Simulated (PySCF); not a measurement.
# C$_{3}$H$_{6}$F$_{2}$O, SMILES `COC(F)CF`: electronic structure

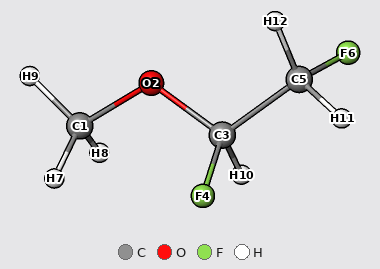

The molecule, with its atoms numbered as below. No frequency check shows the geometry to be a minimum.

Coordinates in Å:

```
C1      -2.1368    0.6862   -0.1227
O2      -0.8446    0.5657    0.4505
C3       0.0007   -0.2707   -0.2170
F4      -0.4244   -1.5883   -0.0753
C5       1.4091   -0.1657    0.3677
F6       2.1140    0.7965   -0.2975
H7      -2.6557   -0.2758   -0.1204
H8      -2.0703    1.0629   -1.1486
H9      -2.6740    1.3973    0.4993
H10      0.0158   -0.0914   -1.3077
H11      1.9385   -1.1143    0.2401
H12      1.3577    0.1224    1.4208
```

Part 1: Bonding charge

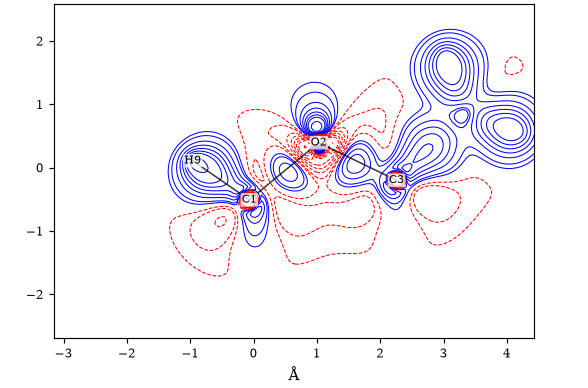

Deformation density (molecule less spherical, spin-averaged free atoms) in the plane of C1, O2, C3 and H9; contours at ±0.05 to ±0.8 e/Å³; solid blue lines: gain, dashed red lines: loss.

Computed with PySCF, B3LYP/cc-pVDZ, geometry: GFN2-xTB.

Describe the bonding that the map shows.

Answer. C1–H9: +0.73 e/Å³ at the bond critical point (bond length 1.09 Å, Mayer order 1.0). O2–C3: +0.21 e/Å³ at the bond critical point (bond length 1.36 Å, Mayer order 1.1). C1–O2: +0.03 e/Å³ at the bond critical point (bond length 1.42 Å, Mayer order 1.0); up to 0.6 Å beside the axis the gain reaches +0.25 e/Å³. In all, 2.6 electrons gather in the regions of gain relative to the promolecule. A small or negative value marks a very polar bond, one between electron-rich atoms, whose free-atom densities already overlap strongly, a long bond to a heavier atom, or a closed-shell contact such as a hydrogen bond.

Where do the Hirshfeld charges lie?

Answer. The highest Hirshfeld charge is on C3 (+0.12 e), the lowest on F4 (−0.12 e).

```tsv
atom	charge (e)
C1	−0.02
O2	−0.12
C3	+0.12
F4	−0.12
C5	+0.02
F6	−0.11
H7	+0.04
H8	+0.04
H9	+0.05
H10	+0.03
H11	+0.04
H12	+0.04
```

Part 2: Local ionisation energy

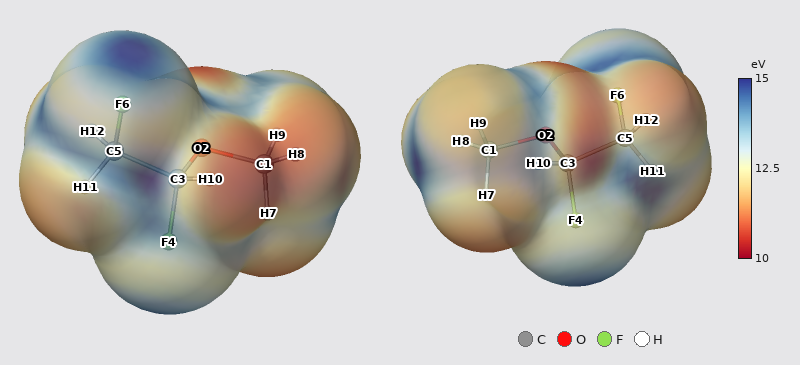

Average local ionisation energy on the surface of electron density 0.001 a.u. (back view left, front view right).

Locate the minima of the map.

Answer. The lowest value is 10.5 eV, 1.4 Å from H10. Further minima include 10.7 eV, 1.7 Å from O2; 11.0 eV, 1.7 Å from O2; 11.2 eV, 1.4 Å from H7. For comparison, the highest occupied orbital lies at −8.1 eV.

Part 3: Removing or adding an electron

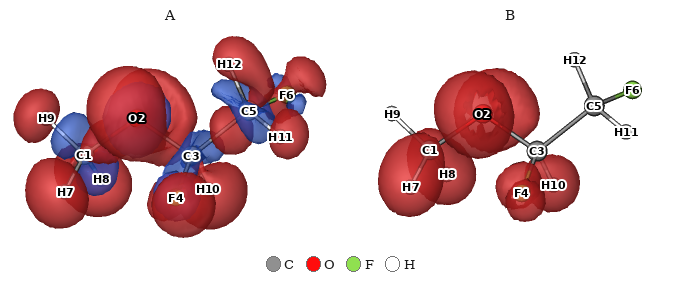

The Fukui function f⁻ from two separate SCF calculations and the density of the HOMO, at ±0.02 e/Å³ (red positive, blue negative).

Computed with PySCF, B3LYP/def2-SVPD, geometry: GFN2-xTB.

Which panel is which, and how good is the frozen-orbital picture?

Answer. A is f⁻ (it has negative regions), B the HOMO density. The HOMO lies on O2 (57 %), C1 (12 %) and C3 (7 %); f⁻ (Hirshfeld-condensed) is largest on O2 (0.27); the vertical ionisation energy is 11.12 eV (the stability of the cation's solution wasn't checked). Relaxation shifts 35 % of the electron between atoms. The orbital energy is −8.51 eV.

Part 4: Stretching a bond

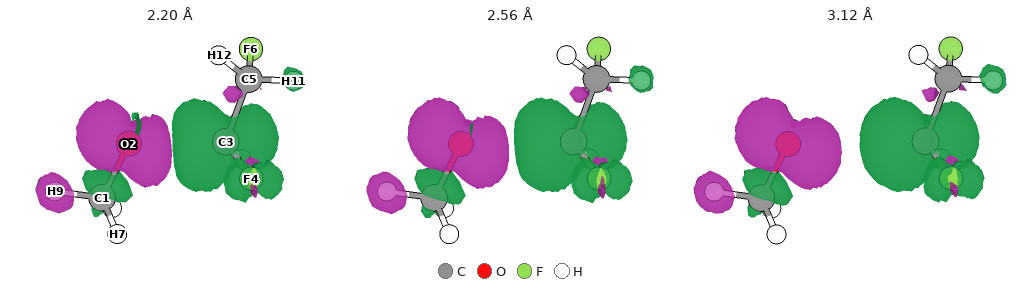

Rigid stretch of the O2–C3 bond. Broken-symmetry UHF spin density at ±0.03 e/Å³ (green: α, purple: β).

Computed with PySCF, 6-31G* basis, geometry: GFN2-xTB.

How does the broken-symmetry solution share the spin, and how far is it from a pure singlet?

Answer. At 3.12 Å excess α spin lies mostly on C3 and excess β on O2; the two could be swapped at no cost. ⟨S²⟩ is 0.83 at 2.20 Å, 0.96 at 2.56 Å and 1.01 at 3.12 Å, against 0 for a pure singlet and 1 for an equal mix of singlet and triplet.

Where does the UHF solution part from RHF?

Answer. Between 1.70 Å (⟨S²⟩ = 0, the two coincide) and 1.92 Å (⟨S²⟩ = 0.43); at 3.98 Å ⟨S²⟩ is 1.01 and UHF lies 6.3 eV below RHF.

How much energy does the stretch cost?

Answer. By CASSCF, 3.8 eV from the lowest point of the scan (1.42 Å) to 3.98 Å; RHF gives 9.4 eV from its own lowest point. The fragments aren't relaxed and dynamic correlation is missing, so this isn't a bond dissociation energy.
